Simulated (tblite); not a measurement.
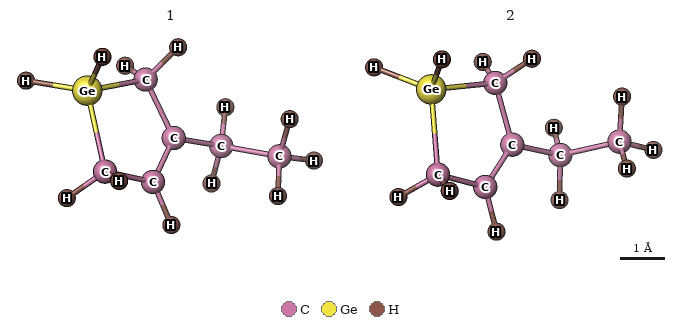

Two geometries of C6H12Ge, drawn at one scale. One is the start of a relaxation, the other its converged end. The picture is a ball-and-stick view, seen from a free direction.

Level of theory: GFN2-xTB geometry optimisation, gas phase in tblite. 

Which geometry has the lower energy?

Answer. Structure 2 is the relaxed one. The largest moves after the best rigid fit, 0.70 Å, are those of H atoms. Largest moves by element: H 0.70 Å, C 0.35 Å, Ge 0.11 Å. Among the contacts that change: Ge–H 1.563 → 1.506 Å, C–Ge 1.933 → 1.979 Å, Ge–H 1.542 → 1.505 Å, C–H 1.117 → 1.091 Å. Among the angles between lasting bonds that change: H–Ge–H 115.8° → 106.3°, H–C–H 111.3° → 106.8°, C–Ge–H 111.1° → 114.9°. Groups turn about C–C by about 35°. The energy falls by 0.278 eV in 85 geometry steps.
